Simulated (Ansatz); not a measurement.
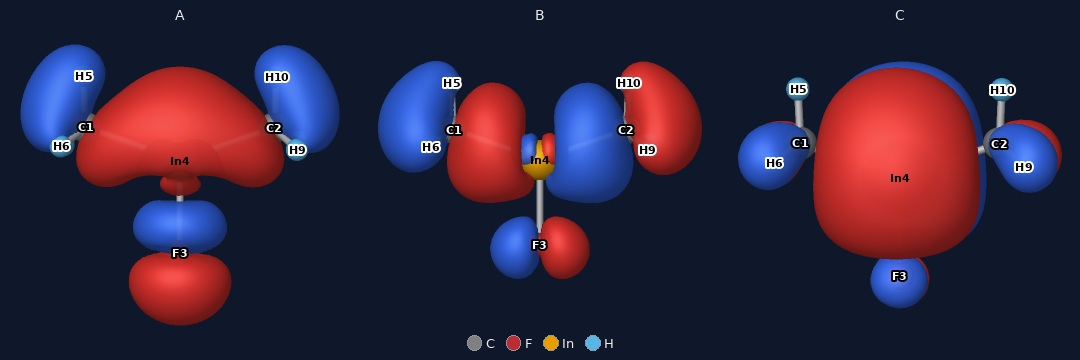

The picture shows: C$_{2}$H$_{6}$FIn (SMILES [CH3][In]([CH3])[F]). Three frontier orbitals at ±0.06 Å⁻³ᐟ² (red and blue are the two phases), in no order.

Geometry: PBE0-D3(BJ)/def2-SVP; core potentials replace the inner electrons of In.

Computed with isolated molecule in a Gaussian basis; Kohn-Sham density functional theory, functional PBE0 in Ansatz 0.2.0.

```xyz
10

C     0.8197    1.3338    1.8206
C    -0.0608   -1.8716   -0.4878
F    -1.8420    0.9765   -0.2151
In   -0.2059    0.0590    0.4344
H     1.7495    0.8797    2.1884
H     0.1513    1.5391    2.6695
H     1.0481    2.2860    1.3203
H     0.0280   -1.7350   -1.5755
H    -0.9853   -2.4303   -0.2822
H     0.8030   -2.4409   -0.1194
```

Which picture is the HOMO−1, the HOMO and the LUMO?

A is the HOMO−1 (−8.99 eV). By Hirshfeld shares it lies mainly on F3 (about 45 %), In4 (about 25 %), C2 (about 10 %) and C1 (about 10 %). B is the HOMO (−7.73 eV). Its weight (Hirshfeld) is mainly on C1 (about 25 %), C2 (about 25 %), In4 (about 20 %) and F3 (about 10 %). C is the LUMO (−1.06 eV). It lies mainly on In4 (about 80 %).

What is the HOMO–LUMO gap?

6.67 eV between the orbital energies.
